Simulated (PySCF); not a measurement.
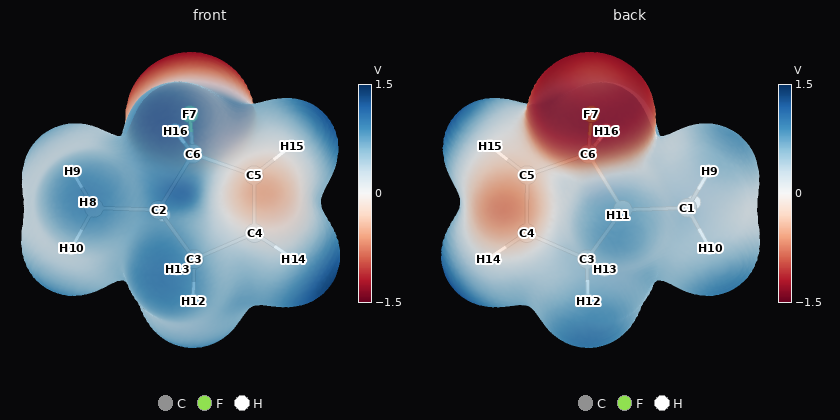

*C₆H₉F. The electrostatic potential painted on the density surface at 0.004 e/bohr³, seen from the front and from behind; the colour scale runs from red (negative) to blue (positive).*

Geometry: PBE0-D3(BJ)/def2-SVP.

Theory: PBE0/pcSseg-1, SCF density, gas phase, non-relativistic (PySCF).

```xyz
16

C    -1.7058   -0.9967   -0.5565
C    -0.3735   -0.2774   -0.4779
C     0.8607   -1.1681   -0.2512
C     1.8017   -0.2666    0.4955
C     1.1815    0.8214    0.9614
C    -0.2759    0.7939    0.6147
F    -0.7445    2.0119    0.1630
H    -1.9097   -1.5585    0.3699
H    -2.5285   -0.2811   -0.7065
H    -1.7273   -1.7126   -1.3923
H    -0.2063    0.2866   -1.4122
H     1.2845   -1.5655   -1.1880
H     0.6024   -2.0490    0.3670
H     2.8548   -0.5073    0.6624
H     1.6272    1.6121    1.5689
H    -0.8896    0.5369    1.5013
```

> Describe the electrostatic potential map.

The most negative region (about −1.3 V) lies over F7, the most positive (about +1.3 V) over H14.

> How polar is the molecule by this calculation?

Its dipole moment is 2.03 D.
